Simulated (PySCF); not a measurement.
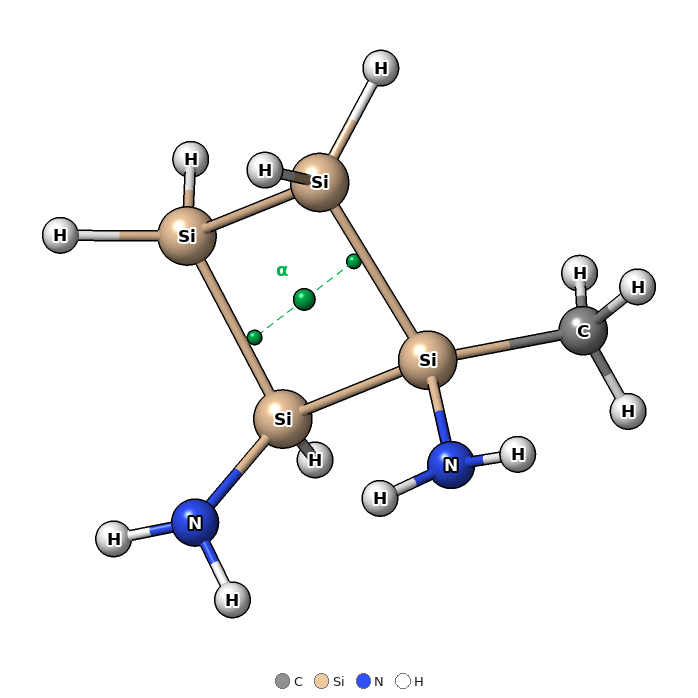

The small points mark where nucleus-independent chemical shifts (NICS) were computed: at the centre of each lettered ring and 1 Å above and below it. The computed structure is the end point of a GFN2-xTB optimisation. No frequency run is at hand to confirm it as a minimum. Method: GIAO PBE0/pcSseg-1 NMR shielding, non-relativistic, gas phase (PySCF 2.14.0).

Give NICS(0), NICS(1) and the out-of-plane component NICS(1)zz for each ring (means of the two sides).

```tsv
ring	members	NICS(0)	NICS(1)	NICS(1)zz
α	Si4	2.2	−0.6	5.0
```

Values in ppm.

The geometry is semi-empirical. Around Si such bond lengths and angles can be off by a tenth of an ångström or more and by several degrees, and values that hang on the shape move with them.
